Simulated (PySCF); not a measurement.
**nitroxyl (HNO): electronic excitations at several levels of theory, part 1 of 2**

How much do the electronic excitations of nitroxyl (HNO) (`N=O`) depend on the level of theory, and what does each level cost?

Computed with PySCF 2.14.0, with density-fitted response routines of our own, on a single molecule in the gas phase. Atoms are numbered from 0 throughout.

## 1. Starting geometry

3 atoms, charge 0, multiplicity 1; geometry from: PBE0-D3(BJ)/def2-SVP.

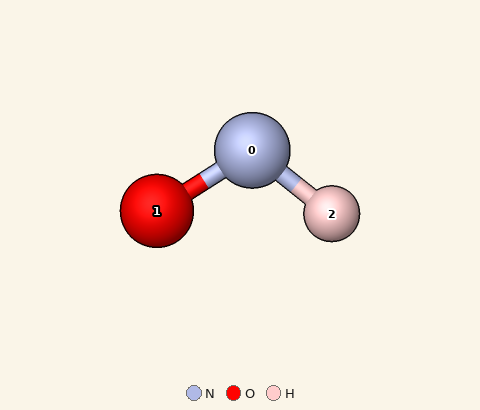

The starting geometry (nitrogen light blue, oxygen red, hydrogen pink), atoms numbered.

## 2. Excited states and response: BHandHLYP/def2-SVPD

Job settings and geometry (Å):

```
{"job": {"kind": "uv", "xc": "BHandHLYP", "basis": "def2-SVPD", "ip": true}, "charge": 0, "multiplicity": 1}
N     -0.344650     0.226359    -0.184663
O     -0.271068    -0.703293     0.552794
H      0.630048     0.441624    -0.572153
```

Method: TDDFT BHandHLYP/def2-SVPD, vertical, gas phase, core orbitals frozen in the response.

Command:

```console
OMP_NUM_THREADS=1 python probes_run.py task.json out
```

This one command runs all jobs of the session in turn.

Log:

```text
coarse grid: 2768 points
cycle   1  E = -130.2189302231  dE =  2.342e-01  |g| = 5.861e-01  |ddm| = 1.981e+00
cycle   2  E = -130.1181604509  dE =  1.008e-01  |g| = 9.672e-01  |ddm| = 9.016e-01
cycle   3  E = -130.2893987077  dE = -1.712e-01  |g| = 4.267e-02  |ddm| = 5.675e-01
cycle   4  E = -130.2897472176  dE = -3.485e-04  |g| = 1.735e-02  |ddm| = 4.038e-02
cycle   5  E = -130.2898102011  dE = -6.298e-05  |g| = 5.498e-03  |ddm| = 1.962e-02
cycle   6  E = -130.2898178879  dE = -7.687e-06  |g| = 1.465e-03  |ddm| = 6.250e-03
final grid: 27576 points
cycle   7  E = -130.3045299180  dE = -2.988e-06  |g| = 2.885e-03  |ddm| = 1.013e-02
cycle   8  E = -130.3045273136  dE =  2.604e-06  |g| = 4.997e-03  |ddm| = 4.678e-03
cycle   9  E = -130.3045317551  dE = -4.442e-06  |g| = 2.625e-04  |ddm| = 2.705e-03
cycle  10  E = -130.3045317744  dE = -1.933e-08  |g| = 1.118e-04  |ddm| = 3.188e-04
cycle  11  E = -130.3045317776  dE = -3.232e-09  |g| = 2.139e-05  |ddm| = 1.200e-04
cycle  12  E = -130.3045317779  dE = -2.539e-10  |g| = 4.897e-06  |ddm| = 4.808e-05
converged SCF energy = -130.3045317779

Static polarisability (au): isotropic 13.815, principal 10.026 12.596 18.823

Singlet excitations
state   eV       nm        f      main configurations
  1   1.5660    791.7   0.00026   H->L 0.99
  2   7.1842    172.6   0.07540   H->L+1 0.97
  3   7.6447    162.2   0.00159   H-2->L 0.97
  4   9.0006    137.8   0.03726   H->L+2 0.85, H->L+4 0.09
  5   9.2804    133.6   0.00039   H->L+3 0.90
  6   9.4339    131.4   0.11316   H->L+4 0.68, H-1->L 0.21
  7   9.8902    125.4   0.00315   H-3->L 0.91
  8  10.3924    119.3   0.05953   H-1->L 0.56, H->L+4 0.19, H->L+5 0.17
  9  10.8194    114.6   0.02801   H->L+5 0.71, H-1->L 0.14
 10  11.8323    104.8   0.05545   H->L+6 0.88

Triplet excitations (Tamm-Dancoff, eV): 0.5208 5.2176 6.3252 6.3525
Vertical ionisation energy (delta-SCF) = 10.6059 eV
Vertical electron affinity (delta-SCF) = -0.0171 eV
```

It took 3 s on 1 thread of Arm Neoverse V2, shared host; peak memory 0.27 GiB.

Frontier orbitals and where they lie:

```tsv
orbital	eV	atoms
HOMO−3	-17.27	O1 59 %, N0 32 %, H2 9 %
HOMO−2	-15.12	O1 52 %, N0 45 %
HOMO−1	-14.72	O1 58 %, N0 40 %
HOMO	-8.88	O1 49 %, N0 40 %, H2 11 %
LUMO	-1.39	N0 51 %, O1 43 %, H2 6 %
LUMO+1	1.56	H2 46 %, O1 32 %, N0 22 %
LUMO+2	3.28	O1 84 %, H2 10 %, N0 6 %
```

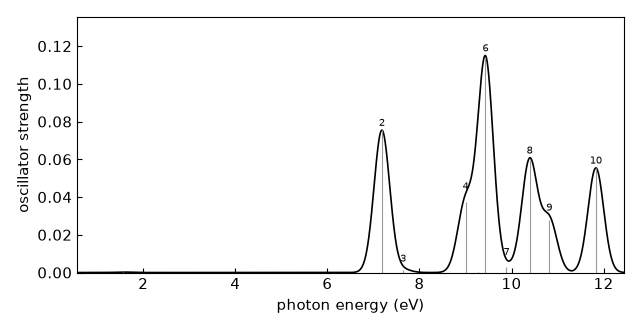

Absorption spectrum from the 10 singlet states computed; above the last one it falls off for lack of states. Lines are broadened to a width of 0.40 eV (Gaussian).

Further results of this job:

```tsv
property	computed
dipole moment (D)	1.82
polarisability (Å³)	2.05
HOMO–LUMO gap (eV)	7.49
−ε(HOMO) (eV)	8.88
```

## 3. Ultraviolet spectrum: CAM-B3LYP/def2-SVPD

Job settings and geometry (Å):

```
{"job": {"kind": "uv", "xc": "CAM-B3LYP", "basis": "def2-SVPD", "ip": true}, "charge": 0, "multiplicity": 1}
N     -0.344650     0.226359    -0.184663
O     -0.271068    -0.703293     0.552794
H      0.630048     0.441624    -0.572153
```

Level: TDDFT CAM-B3LYP/def2-SVPD, vertical, gas phase, core orbitals frozen in the response.

Log:

```text
coarse grid: 2768 points
cycle   1  E = -130.2345198833  dE =  2.284e-01  |g| = 6.156e-01  |ddm| = 1.966e+00
cycle   2  E = -130.0867920717  dE =  1.477e-01  |g| = 1.115e+00  |ddm| = 9.824e-01
cycle   3  E = -130.3108054634  dE = -2.240e-01  |g| = 4.311e-02  |ddm| = 6.264e-01
cycle   4  E = -130.3111150818  dE = -3.096e-04  |g| = 1.412e-02  |ddm| = 3.614e-02
cycle   5  E = -130.3111522518  dE = -3.717e-05  |g| = 4.960e-03  |ddm| = 1.399e-02
cycle   6  E = -130.3111579518  dE = -5.700e-06  |g| = 1.208e-03  |ddm| = 6.267e-03
final grid: 27576 points
cycle   7  E = -130.3342869939  dE = -4.881e-06  |g| = 3.750e-03  |ddm| = 1.113e-02
cycle   8  E = -130.3342812290  dE =  5.765e-06  |g| = 6.959e-03  |ddm| = 5.920e-03
cycle   9  E = -130.3342897337  dE = -8.505e-06  |g| = 1.824e-04  |ddm| = 3.663e-03
cycle  10  E = -130.3342897431  dE = -9.417e-09  |g| = 8.435e-05  |ddm| = 2.474e-04
cycle  11  E = -130.3342897450  dE = -1.819e-09  |g| = 2.213e-05  |ddm| = 9.203e-05
cycle  12  E = -130.3342897453  dE = -3.458e-10  |g| = 6.316e-06  |ddm| = 4.942e-05
converged SCF energy = -130.3342897453

Static polarisability (au): isotropic 14.222, principal 10.287 13.096 19.283

Singlet excitations
state   eV       nm        f      main configurations
  1   1.5200    815.7   0.00025   H->L 1.00
  2   6.6525    186.4   0.06878   H->L+1 0.98
  3   7.5321    164.6   0.00195   H-1->L 0.99
  4   8.4332    147.0   0.03418   H->L+2 0.86, H->L+4 0.09
  5   8.6537    143.3   0.00102   H->L+3 0.99
  6   8.9450    138.6   0.06526   H->L+4 0.83, H->L+2 0.09
  7   9.7002    127.8   0.00285   H-3->L 0.98
  8  10.0550    123.3   0.01126   H->L+5 0.81, H-2->L 0.12
  9  10.6120    116.8   0.09107   H-2->L 0.66, H->L+6 0.14, H->L+5 0.09
 10  11.3210    109.5   0.07104   H->L+6 0.81

Triplet excitations (Tamm-Dancoff, eV): 0.5019 5.6702 5.9316 6.2498
Vertical ionisation energy (delta-SCF) = 10.6189 eV
Vertical electron affinity (delta-SCF) = 0.0487 eV
```

It took 3.3 s on 1 thread of Arm Neoverse V2, shared host; peak memory 0.27 GiB.

This run: HOMO -8.71 eV, LUMO -1.57 eV; lowest singlet 1.52 eV.

## 4. Excited states and response: wB97X-D/def2-SVPD

Job settings and geometry (Å):

```
{"job": {"kind": "uv", "xc": "wB97X-D", "basis": "def2-SVPD", "ip": true}, "charge": 0, "multiplicity": 1}
N     -0.344650     0.226359    -0.184663
O     -0.271068    -0.703293     0.552794
H      0.630048     0.441624    -0.572153
```

Method: TDDFT wB97X-D/def2-SVPD, vertical, gas phase, core orbitals frozen in the response.

Log:

```text
coarse grid: 2768 points
cycle   1  E = -130.2397102393  dE =  2.082e-01  |g| = 6.132e-01  |ddm| = 1.922e+00
cycle   2  E = -130.1350301618  dE =  1.047e-01  |g| = 1.008e+00  |ddm| = 9.441e-01
cycle   3  E = -130.3163543308  dE = -1.813e-01  |g| = 4.046e-02  |ddm| = 5.760e-01
cycle   4  E = -130.3166557471  dE = -3.014e-04  |g| = 1.412e-02  |ddm| = 3.671e-02
cycle   5  E = -130.3167010304  dE = -4.528e-05  |g| = 4.274e-03  |ddm| = 1.793e-02
cycle   6  E = -130.3167060589  dE = -5.029e-06  |g| = 1.174e-03  |ddm| = 7.381e-03
final grid: 27576 points
cycle   7  E = -130.3363613276  dE = -2.333e-05  |g| = 1.784e-03  |ddm| = 2.600e-02
cycle   8  E = -130.3363617320  dE = -4.045e-07  |g| = 2.341e-03  |ddm| = 4.783e-03
cycle   9  E = -130.3363626869  dE = -9.549e-07  |g| = 3.336e-04  |ddm| = 1.511e-03
cycle  10  E = -130.3363627477  dE = -6.081e-08  |g| = 1.575e-04  |ddm| = 1.253e-03
cycle  11  E = -130.3363627553  dE = -7.600e-09  |g| = 3.265e-05  |ddm| = 2.438e-04
cycle  12  E = -130.3363627563  dE = -9.299e-10  |g| = 7.986e-06  |ddm| = 1.604e-04
converged SCF energy = -130.3363627563

Static polarisability (au): isotropic 14.245, principal 10.357 13.173 19.205

Singlet excitations
state   eV       nm        f      main configurations
  1   1.5313    809.7   0.00026   H->L 1.00
  2   6.8846    180.1   0.07538   H->L+1 0.97
  3   7.5553    164.1   0.00203   H-1->L 0.99
  4   8.7651    141.5   0.03500   H->L+2 0.76, H->L+4 0.17
  5   8.9801    138.1   0.00130   H->L+3 0.99
  6   9.1632    135.3   0.07519   H->L+4 0.74, H->L+2 0.15
  7   9.7336    127.4   0.00275   H-3->L 0.98
  8  10.2722    120.7   0.02297   H->L+5 0.69, H-2->L 0.20
  9  10.7478    115.4   0.08438   H-2->L 0.59, H->L+5 0.17, H->L+6 0.12
 10  11.5518    107.3   0.06724   H->L+6 0.83

Triplet excitations (Tamm-Dancoff, eV): 0.5787 5.8207 6.3248 6.3411
Vertical ionisation energy (delta-SCF) = 10.5505 eV
Vertical electron affinity (delta-SCF) = -0.0725 eV
```

It took 3 s on 1 thread of Arm Neoverse V2, shared host; peak memory 0.27 GiB.

In short: HOMO -9.14 eV, LUMO -0.92 eV; lowest singlet 1.53 eV.

## 5. Ultraviolet spectrum: LC-wPBE/def2-SVPD

Job settings and geometry (Å):

```
{"job": {"kind": "uv", "xc": "LC-wPBE", "basis": "def2-SVPD", "ip": true}, "charge": 0, "multiplicity": 1}
N     -0.344650     0.226359    -0.184663
O     -0.271068    -0.703293     0.552794
H      0.630048     0.441624    -0.572153
```

Method: TDDFT LC-wPBE/def2-SVPD, vertical, gas phase, core orbitals frozen in the response.

Log:

```text
coarse grid: 2768 points
cycle   1  E = -130.1969781062  dE =  1.875e-01  |g| = 6.383e-01  |ddm| = 1.939e+00
cycle   2  E = -130.1296642805  dE =  6.731e-02  |g| = 9.336e-01  |ddm| = 8.974e-01
cycle   3  E = -130.2795001305  dE = -1.498e-01  |g| = 4.483e-02  |ddm| = 5.273e-01
cycle   4  E = -130.2798957298  dE = -3.956e-04  |g| = 1.515e-02  |ddm| = 3.888e-02
cycle   5  E = -130.2799569178  dE = -6.119e-05  |g| = 4.930e-03  |ddm| = 1.999e-02
cycle   6  E = -130.2799651782  dE = -8.260e-06  |g| = 1.230e-03  |ddm| = 9.486e-03
final grid: 27576 points
cycle   7  E = -130.3034140773  dE = -6.805e-06  |g| = 4.540e-03  |ddm| = 1.390e-02
cycle   8  E = -130.3034105995  dE =  3.478e-06  |g| = 7.072e-03  |ddm| = 6.160e-03
cycle   9  E = -130.3034192061  dE = -8.607e-06  |g| = 4.090e-04  |ddm| = 3.658e-03
cycle  10  E = -130.3034190852  dE =  1.209e-07  |g| = 1.666e-04  |ddm| = 5.993e-04
cycle  11  E = -130.3034192749  dE = -1.897e-07  |g| = 2.609e-05  |ddm| = 2.396e-04
cycle  12  E = -130.3034192755  dE = -6.273e-10  |g| = 7.882e-06  |ddm| = 8.181e-05
converged SCF energy = -130.3034192755

Static polarisability (au): isotropic 13.921, principal 10.196 12.858 18.709

Singlet excitations
state   eV       nm        f      main configurations
  1   1.4666    845.4   0.00025   H->L 1.00
  2   7.0316    176.3   0.06755   H->L+1 0.94
  3   7.5847    163.5   0.00231   H-1->L 0.98
  4   8.8446    140.2   0.03832   H->L+2 0.56, H->L+4 0.29, H->L+5 0.10
  5   9.0019    137.7   0.00134   H->L+3 0.98
  6   9.2838    133.5   0.07473   H->L+4 0.59, H->L+2 0.29
  7   9.7811    126.8   0.00276   H-3->L 0.98
  8  10.3959    119.3   0.02621   H->L+5 0.64, H-2->L 0.21, H->L+2 0.12
  9  10.8641    114.1   0.08501   H-2->L 0.58, H->L+5 0.16, H->L+6 0.12
 10  11.6877    106.1   0.06903   H->L+6 0.81

Triplet excitations (Tamm-Dancoff, eV): 0.4073 5.6857 6.2404 6.2497
Vertical ionisation energy (delta-SCF) = 10.5791 eV
Vertical electron affinity (delta-SCF) = 0.0279 eV
```

It took 4.2 s on 1 thread of Arm Neoverse V2, shared host; peak memory 0.27 GiB.

In short: HOMO -10.00 eV, LUMO -0.17 eV; lowest singlet 1.47 eV.

## 6. Ultraviolet spectrum: PBE0/6-31G*

Job settings and geometry (Å):

```
{"job": {"kind": "uv", "xc": "PBE0", "basis": "6-31G*"}, "charge": 0, "multiplicity": 1}
N     -0.344650     0.226359    -0.184663
O     -0.271068    -0.703293     0.552794
H      0.630048     0.441624    -0.572153
```

With the program's defaults for keys left out, this is: TDDFT PBE0/6-31G*, vertical, gas phase, core orbitals frozen in the response.

Log:

```text
coarse grid: 2768 points
cycle   1  E = -130.2674955245  dE =  2.813e-01  |g| = 6.091e-01  |ddm| = 1.933e+00
cycle   2  E = -129.9946942222  dE =  2.728e-01  |g| = 1.341e+00  |ddm| = 1.155e+00
cycle   3  E = -130.3412225664  dE = -3.465e-01  |g| = 4.011e-02  |ddm| = 8.061e-01
cycle   4  E = -130.3415279077  dE = -3.053e-04  |g| = 1.381e-02  |ddm| = 4.880e-02
cycle   5  E = -130.3415626403  dE = -3.473e-05  |g| = 5.158e-03  |ddm| = 1.475e-02
cycle   6  E = -130.3415681842  dE = -5.544e-06  |g| = 1.029e-03  |ddm| = 5.062e-03
final grid: 27576 points
cycle   7  E = -130.3239452538  dE =  1.256e-05  |g| = 1.147e-02  |ddm| = 1.034e-02
cycle   8  E = -130.3238460221  dE =  9.923e-05  |g| = 2.578e-02  |ddm| = 2.016e-02
cycle   9  E = -130.3239701383  dE = -1.241e-04  |g| = 4.900e-04  |ddm| = 1.400e-02
cycle  10  E = -130.3239701936  dE = -5.538e-08  |g| = 7.486e-05  |ddm| = 5.333e-04
cycle  11  E = -130.3239701946  dE = -1.013e-09  |g| = 2.555e-05  |ddm| = 7.487e-05
cycle  12  E = -130.3239701948  dE = -1.491e-10  |g| = 2.030e-06  |ddm| = 2.608e-05
converged SCF energy = -130.3239701948

Static polarisability (au): isotropic 10.030, principal 5.596 8.496 15.997

Singlet excitations
state   eV       nm        f      main configurations
  1   1.5857    781.9   0.00033   H->L 1.00
  2   7.6028    163.1   0.00296   H-1->L 0.99
  3   7.9137    156.7   0.14091   H->L+1 0.98
  4   9.8465    125.9   0.00395   H-3->L 0.99
  5  10.8146    114.6   0.19736   H-2->L 0.89
  6  12.9168     96.0   0.03139   H->L+2 0.97
  7  13.5530     91.5   0.08302   H-1->L+1 0.95
  8  13.5675     91.4   0.00877   H-2->L+1 0.99
  9  16.1725     76.7   0.25681   H-3->L+1 0.97
 10  16.5885     74.7   0.14447   H-4->L 0.97

Triplet excitations (Tamm-Dancoff, eV): 0.4864 5.6709 6.2237 6.4191
```

It took 0.64 s on 1 thread of Arm Neoverse V2, shared host; peak memory 0.27 GiB.

This run: HOMO -6.75 eV, LUMO -2.40 eV; lowest singlet 1.59 eV.

## 7. Excited states and response: PBE0/def2-SVP

Job settings and geometry (Å):

```
{"job": {"kind": "uv", "xc": "PBE0", "basis": "def2-SVP"}, "charge": 0, "multiplicity": 1}
N     -0.344650     0.226359    -0.184663
O     -0.271068    -0.703293     0.552794
H      0.630048     0.441624    -0.572153
```

With the program's defaults for keys left out, this is: TDDFT PBE0/def2-SVP, vertical, gas phase, core orbitals frozen in the response.

Log:

```text
coarse grid: 2768 points
cycle   1  E = -130.1354155612  dE =  2.653e-01  |g| = 6.081e-01  |ddm| = 1.974e+00
cycle   2  E = -129.8660909547  dE =  2.693e-01  |g| = 1.330e+00  |ddm| = 1.174e+00
cycle   3  E = -130.2082094848  dE = -3.421e-01  |g| = 4.192e-02  |ddm| = 8.212e-01
cycle   4  E = -130.2085208217  dE = -3.113e-04  |g| = 1.250e-02  |ddm| = 4.816e-02
cycle   5  E = -130.2085479269  dE = -2.711e-05  |g| = 4.834e-03  |ddm| = 1.322e-02
cycle   6  E = -130.2085527630  dE = -4.836e-06  |g| = 9.895e-04  |ddm| = 4.654e-03
final grid: 27576 points
cycle   7  E = -130.2279931337  dE =  1.295e-05  |g| = 1.184e-02  |ddm| = 1.210e-02
cycle   8  E = -130.2278866705  dE =  1.065e-04  |g| = 2.662e-02  |ddm| = 2.168e-02
cycle   9  E = -130.2280194822  dE = -1.328e-04  |g| = 2.978e-04  |ddm| = 1.521e-02
cycle  10  E = -130.2280195029  dE = -2.073e-08  |g| = 9.283e-05  |ddm| = 4.135e-04
cycle  11  E = -130.2280195046  dE = -1.711e-09  |g| = 2.706e-05  |ddm| = 8.985e-05
cycle  12  E = -130.2280195048  dE = -1.736e-10  |g| = 2.582e-06  |ddm| = 2.905e-05
converged SCF energy = -130.2280195048

Static polarisability (au): isotropic 9.969, principal 5.767 8.251 15.887

Singlet excitations
state   eV       nm        f      main configurations
  1   1.5190    816.2   0.00037   H->L 1.00
  2   7.1604    173.2   0.11286   H->L+1 0.99
  3   7.5505    164.2   0.00286   H-1->L 0.99
  4   9.7696    126.9   0.00539   H-3->L 0.99
  5  10.8161    114.6   0.18827   H-2->L 0.88
  6  12.9671     95.6   0.06630   H-1->L+1 0.93
  7  13.0743     94.8   0.01298   H-2->L+1 0.99
  8  13.3157     93.1   0.04412   H->L+2 0.94
  9  15.4110     80.5   0.18713   H-3->L+1 0.97
 10  16.1569     76.7   0.14596   H-4->L 0.98

Triplet excitations (Tamm-Dancoff, eV): 0.4053 5.6380 5.9964 6.1691
```

Run time: 0.72 s. Hardware: 1 thread of Arm Neoverse V2, shared host; peak memory 0.27 GiB.

This run: HOMO -6.79 eV, LUMO -2.49 eV; lowest singlet 1.52 eV.

## 8. Excited states and response: PBE0/def2-TZVP

Job settings and geometry (Å):

```
{"job": {"kind": "uv", "xc": "PBE0", "basis": "def2-TZVP"}, "charge": 0, "multiplicity": 1}
N     -0.344650     0.226359    -0.184663
O     -0.271068    -0.703293     0.552794
H      0.630048     0.441624    -0.572153
```

Level: TDDFT PBE0/def2-TZVP, vertical, gas phase, core orbitals frozen in the response.

Log:

```text
coarse grid: 2768 points
cycle   1  E = -130.3195151287  dE =  2.714e-01  |g| = 6.042e-01  |ddm| = 1.500e+00
cycle   2  E = -130.0527444761  dE =  2.668e-01  |g| = 1.356e+00  |ddm| = 8.875e-01
cycle   3  E = -130.3874412430  dE = -3.347e-01  |g| = 4.756e-02  |ddm| = 6.097e-01
cycle   4  E = -130.3878121774  dE = -3.709e-04  |g| = 1.318e-02  |ddm| = 4.375e-02
cycle   5  E = -130.3878396597  dE = -2.748e-05  |g| = 4.688e-03  |ddm| = 1.080e-02
cycle   6  E = -130.3878438044  dE = -4.145e-06  |g| = 1.086e-03  |ddm| = 4.058e-03
final grid: 27576 points
cycle   7  E = -130.3856244286  dE =  6.289e-06  |g| = 1.223e-02  |ddm| = 1.077e-02
cycle   8  E = -130.3855154710  dE =  1.090e-04  |g| = 2.772e-02  |ddm| = 1.590e-02
cycle   9  E = -130.3856499831  dE = -1.345e-04  |g| = 5.780e-04  |ddm| = 1.132e-02
cycle  10  E = -130.3856500487  dE = -6.554e-08  |g| = 1.562e-04  |ddm| = 5.586e-04
cycle  11  E = -130.3856500535  dE = -4.870e-09  |g| = 3.055e-05  |ddm| = 1.506e-04
cycle  12  E = -130.3856500537  dE = -1.806e-10  |g| = 4.123e-06  |ddm| = 2.006e-05
converged SCF energy = -130.3856500537

Static polarisability (au): isotropic 12.212, principal 7.720 10.823 18.093

Singlet excitations
state   eV       nm        f      main configurations
  1   1.5679    790.8   0.00033   H->L 1.00
  2   6.7380    184.0   0.10291   H->L+1 0.99
  3   7.5612    164.0   0.00269   H-1->L 0.99
  4   9.7531    127.1   0.00284   H-3->L 0.99
  5  10.2768    120.6   0.03266   H->L+2 0.78, H-2->L 0.20
  6  10.5543    117.5   0.18112   H-2->L 0.70, H->L+2 0.22
  7  12.5939     98.4   0.07297   H-1->L+1 0.96
  8  12.6890     97.7   0.01748   H-2->L+1 0.99
  9  13.6252     91.0   0.00486   H->L+4 1.00
 10  13.6839     90.6   0.05741   H->L+3 0.91

Triplet excitations (Tamm-Dancoff, eV): 0.4959 5.6268 5.7888 6.2137
```

Wall time 1.2 s (1 thread of Arm Neoverse V2, shared host); peak memory 0.28 GiB.

Key values: HOMO -7.05 eV, LUMO -2.73 eV; lowest singlet 1.57 eV.

## 9. Excited states and response: PBE0/aug-cc-pVDZ

Job settings and geometry (Å):

```
{"job": {"kind": "uv", "xc": "PBE0", "basis": "aug-cc-pVDZ"}, "charge": 0, "multiplicity": 1}
N     -0.344650     0.226359    -0.184663
O     -0.271068    -0.703293     0.552794
H      0.630048     0.441624    -0.572153
```

With the program's defaults for keys left out, this is: TDDFT PBE0/aug-cc-pVDZ, vertical, gas phase, core orbitals frozen in the response.

Log:

```text
coarse grid: 2768 points
cycle   1  E = -130.2868059469  dE =  2.757e-01  |g| = 5.702e-01  |ddm| = 3.056e+00
cycle   2  E = -130.0332059832  dE =  2.536e-01  |g| = 1.291e+00  |ddm| = 1.736e+00
cycle   3  E = -130.3513418879  dE = -3.181e-01  |g| = 4.257e-02  |ddm| = 1.218e+00
cycle   4  E = -130.3516707060  dE = -3.288e-04  |g| = 1.052e-02  |ddm| = 5.290e-02
cycle   5  E = -130.3516900490  dE = -1.934e-05  |g| = 1.980e-03  |ddm| = 9.785e-03
cycle   6  E = -130.3516907925  dE = -7.435e-07  |g| = 4.916e-04  |ddm| = 2.070e-03
final grid: 27576 points
cycle   7  E = -130.3542435309  dE =  8.346e-06  |g| = 1.019e-02  |ddm| = 2.857e-02
cycle   8  E = -130.3541620754  dE =  8.146e-05  |g| = 2.331e-02  |ddm| = 3.104e-02
cycle   9  E = -130.3542628259  dE = -1.008e-04  |g| = 4.897e-04  |ddm| = 2.146e-02
cycle  10  E = -130.3542628825  dE = -5.668e-08  |g| = 6.924e-05  |ddm| = 8.857e-04
cycle  11  E = -130.3542628835  dE = -9.536e-10  |g| = 2.947e-05  |ddm| = 1.221e-04
converged SCF energy = -130.3542628835

Static polarisability (au): isotropic 14.432, principal 9.940 13.559 19.798

Singlet excitations
state   eV       nm        f      main configurations
  1   1.5398    805.2   0.00025   H->L 1.00
  2   5.6848    218.1   0.04469   H->L+1 0.99
  3   7.3528    168.6   0.02225   H->L+2 0.99
  4   7.5525    164.2   0.00204   H-1->L 0.99
  5   8.1255    152.6   0.00231   H->L+4 0.99
  6   8.1704    151.7   0.06912   H->L+3 0.97
  7   9.1086    136.1   0.04028   H->L+5 0.93
  8   9.7562    127.1   0.00210   H-3->L 0.98
  9   9.9215    125.0   0.00625   H->L+6 0.98
 10  10.2825    120.6   0.08165   H-2->L 0.58, H->L+7 0.32

Triplet excitations (Tamm-Dancoff, eV): 0.4820 5.2384 5.6485 6.2025
```

Wall time 1 s (1 thread of Arm Neoverse V2, shared host); peak memory 0.28 GiB.

Key values: HOMO -7.10 eV, LUMO -2.85 eV; lowest singlet 1.54 eV.

(Continued in part 2 of 2.)
